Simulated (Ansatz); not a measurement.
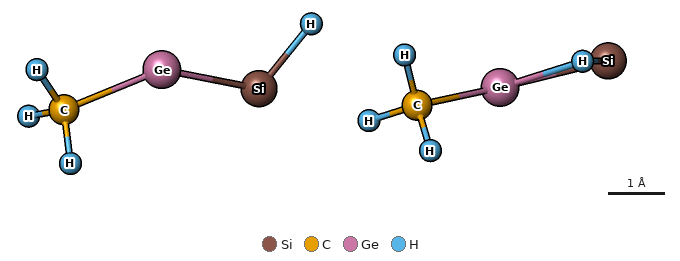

Two geometries of CH₄GeSi, drawn at one scale. One is the start of a relaxation, the other its converged end. A ball-and-stick model, seen at a tilt.

These are results of RKS PBE0-D4/def2-TZVP (Ansatz 0.2.0), not measurements. (force threshold 0.005 eV/Å; at most 200 steps)

> Which geometry has the lower energy?

The right one is the relaxed one. It is one of the separated reactants of a reaction. After 38 accepted moves (47 points after the start) the energy has fallen by 0.379 eV. Largest force component: 0.53 eV/Å at the start, 0.00032 eV/Å at the end. The line search rejected the trial steps at points 14, 21, 22, 27, 28, 31, 32, 40 and more of the run. The forces were under the threshold at step 19, but the run went on from there. The atom that moves furthest after the best rigid fit is an H atom (1.75 Å). Largest moves by element: H 1.75 Å, Ge 0.84 Å, Si 0.62 Å, C 0.26 Å. Some distances before and after: Ge–H 2.982 → 1.771 Å, H–Si 1.525 → 1.679 Å, Ge–Si 2.172 → 2.152 Å, C–H 1.109 → 1.090 Å. Bond angles that change, for instance: Ge–Si–H 106.2° → 53.4°, Si–Ge–C 144.2° → 162.5°, Ge–C–H 109.9° → 107.7°. Groups turn about Ge–Si by about 180°, C–Ge by about 125°.
